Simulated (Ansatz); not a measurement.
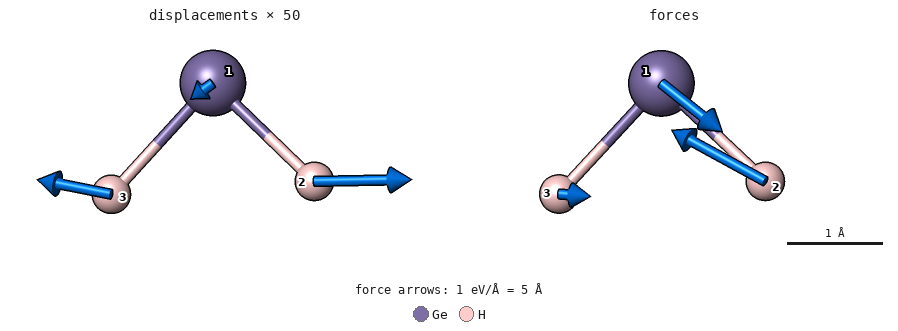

Left: GeH₂, with blue arrows for the displacements applied to it. Right: the displaced structure with the computed forces. A ball-and-stick model, seen at a tilt.

Level of theory: RKS PBE0-D4/def2-TZVPP in Ansatz. 

Q: How do the forces relate to the distortion?

A: All atoms are moved at random (σ = 0.02 Å) from the PBE0-D4/def2-TZVP minimum. The energy rises by 0.07 kcal/mol. The largest force is 0.24 eV/Å, on H2. At other levels of theory the same distortion costs less than 0.005 kcal/mol (RKS PBE-D4/def2-TZVPP), 0.11 kcal/mol (RKS r2SCAN-D4/def2-TZVPP), 0.13 kcal/mol (RKS wB97M-V/def2-TZVPP), 0.10 kcal/mol (RHF-CCSD(T), frozen core/def2-TZVPP). Near-neighbour distances before and after: Ge1–H2 1.594 → 1.612 Å. The forces point mostly back against the displacements (cosine −0.71).
